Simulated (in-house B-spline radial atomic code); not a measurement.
The boron ion B⁺ in the configuration [He] 2s2. All runs are non-relativistic, spin-polarised and spherical, computed with an in-house B-spline radial code. Hartree-Fock is the average over the configuration. Wanted, and plotted below: the eigenvalue (eV) of the 2s orbital by 8 methods.

The deepest is LC-wPBE (−23.8) and the shallowest PBEsol (−19.4), a spread of 4.44 eV. In order (eV): LC-wPBE (−23.8), Hartree-Fock (−23.8), B97-1 (−20.6), r2SCAN (−19.7), TPSS (−19.7), OLYP (−19.4), LDA (VWN5) (−19.4), PBEsol (−19.4). On the whole, exact exchange removes self-interaction and deepens occupied levels. The measured ionisation energy (NIST) is 25.2 eV, and minus the eigenvalue comes closest to it for LC-wPBE.

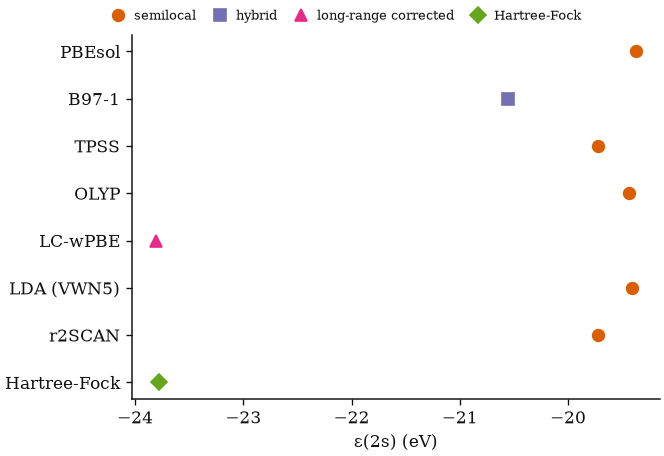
